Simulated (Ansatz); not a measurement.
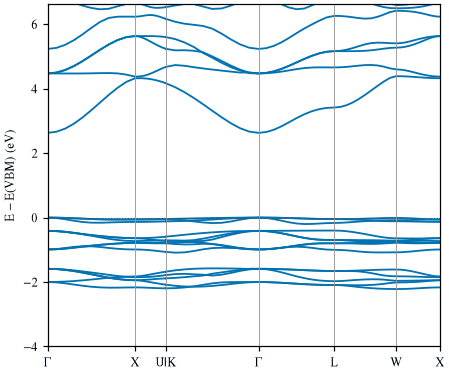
Figure. Band structure from the program Ansatz at the r²SCAN level (PAW)

**Question.** Read off the gap and where the band edges lie.

**Answer.** About 2.6 eV (2.63 eV by a search for the band edges); maximum at Γ, minimum at Γ.

**Question.** Pick the material that matches.
(A) PbSe, rock salt
(B) BaTe, rock salt
(C) KI, rock salt
(D) Li6PS5Cl, F-43m (Pearson symbol cF52)

**Answer.** D, Li6PS5Cl, F-43m (Pearson symbol cF52)

The start of the workflow was typed in or built on a structure type; the Crystallography Open Database copy checked does not list it. Whether it is the stable phase at ambient conditions was not checked. The r²SCAN relaxation kept the symmetry of its start; whether a distortion lowers the energy is not shown.

Potentials: the later of the program's two PAW sets.
